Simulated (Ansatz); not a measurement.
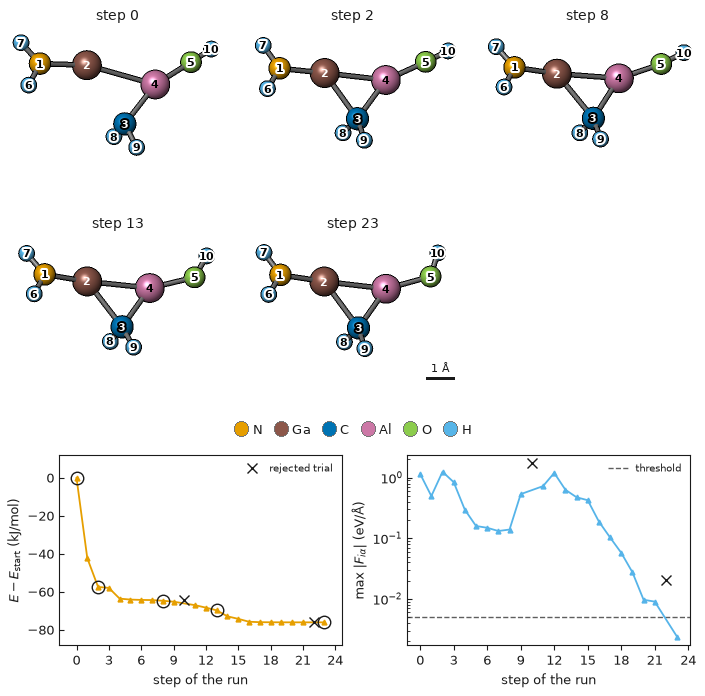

Frames of a relaxation of CH5AlGaNO, marked on the history of the run. The picture is a ball-and-stick view, seen at a tilt.

The start comes from GFN2-xTB.

All numbers below come from RKS PBE0-D4/def2-TZVP (Ansatz). Set-up: force threshold 0.005 eV/Å; at most 150 steps.

What happens along the run?

Answer. The largest moves after the best rigid fit, 0.37 Å, are those of H9 and H10. Largest moves by element: H 0.37 Å, Ga 0.31 Å, O 0.31 Å, Al 0.29 Å, N 0.23 Å, C 0.17 Å. Among the contacts that change: Ga2–C3 2.513 → 2.072 Å, Ga2–Al4 2.648 → 2.395 Å, N1–Ga2 1.885 → 1.812 Å, Al4–O5 1.651 → 1.692 Å. Among the angles between lasting bonds that change: Al4–O5–H10 179.1° → 124.3°, Ga2–Al4–O5 134.4° → 156.7°, C3–Al4–O5 161.3° → 140.0°. Over 21 accepted moves (23 points after the start) the energy falls by 76.0 kJ/mol. Largest force component: 1.2 eV/Å at the start, 0.0024 eV/Å at the end. The line search rejected the trial steps at points 10, 22 of the run. The run took 53 s on 4 threads of Intel Xeon 6975P-C (shared host). From step 0 to 2: H9 moves most (0.39 Å), energy −57.4 kJ/mol. From step 2 to 8: H6 moves most (0.16 Å), energy −7.29 kJ/mol. From step 8 to 13: H10 moves most (0.31 Å), energy −5.01 kJ/mol. From step 13 to 23: H10 moves most (0.17 Å), energy −6.34 kJ/mol.

```csv
step,"E − E(0), kJ/mol","largest force component, eV/Å",note
0,0.00,1.1521,
1,-42.28,0.4980,
2,-57.39,1.2532,
3,-57.90,0.8437,
4,-63.54,0.2956,
5,-64.05,0.1595,
6,-64.22,0.1490,
7,-64.30,0.1319,
8,-64.68,0.1394,
9,-65.16,0.5353,
10,-64.23,1.7205,rejected
11,-66.99,0.7258,
12,-68.28,1.1995,
13,-69.69,0.6326,
14,-72.85,0.4752,
15,-74.18,0.4248,
16,-75.70,0.1887,
17,-75.94,0.1032,
18,-75.98,0.0576,
19,-76.01,0.0275,
20,-76.02,0.0097,
21,-76.02,0.0090,
22,-76.02,0.0206,rejected
23,-76.03,0.0024,
```
